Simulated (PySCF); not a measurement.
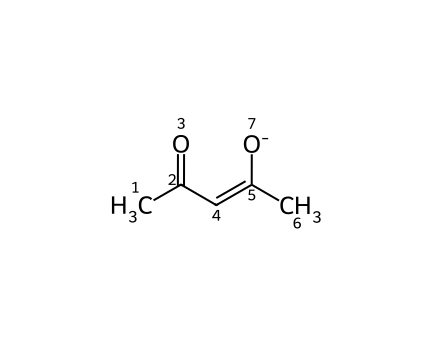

Skeletal drawing with numbered atoms; wedges and dashes mark any stereocentres. The configuration is that of a computed structure (PBE0-D3(BJ)/def2-SVP).

### What are the Cahn–Ingold–Prelog descriptors?

C4=C5: Z.
